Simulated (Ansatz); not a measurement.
# A computed series for WSi2: pressure series

Consider WSi$_{2}$ (space group P6_222, No. 180; a cell from a computed database, its experimental status unchecked).

```xyz
9
Lattice="4.5758 0.0000 0.0000 -2.2879 3.9628 0.0000 0.0000 0.0000 6.6034" Properties=species:S:1:pos:R:3 pbc="T T T"
Si     2.2879     2.6645     3.3017
Si    -1.1636     3.3137     5.5029
Si     1.1243     0.6491     1.1006
Si     0.0000     1.2983     3.3017
Si     3.4515     0.6491     5.5029
Si     1.1636     3.3137     1.1006
W     -1.1440     1.9814     1.1006
W      2.2879     0.0000     3.3017
W      1.1440     1.9814     5.5029
```

Cell and atoms are relaxed at each pressure.

The values are results of Ansatz (a quantum-chemistry and plane-wave program), PBEsol, PAW, cutoff 420 eV, without spin-orbit coupling, not measurements.

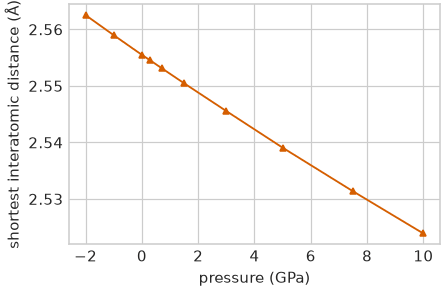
Shortest interatomic distance against pressure

```tsv
pressure (GPa)	shortest interatomic distance
-2	256.3 pm
-1	255.9 pm
0.3	255.5 pm
0.7	255.3 pm
1.5	255.0 pm
3	254.6 pm
5	253.9 pm
7.5	253.1 pm
10	252.4 pm
```

The mesh was chosen for an insulator and is coarse for the gapless case. Load acts through the strain it causes; cell and atoms are relaxed under it. No phonon test of stability was made. Competing high-pressure phases were not computed. All final runs are without spin polarisation.
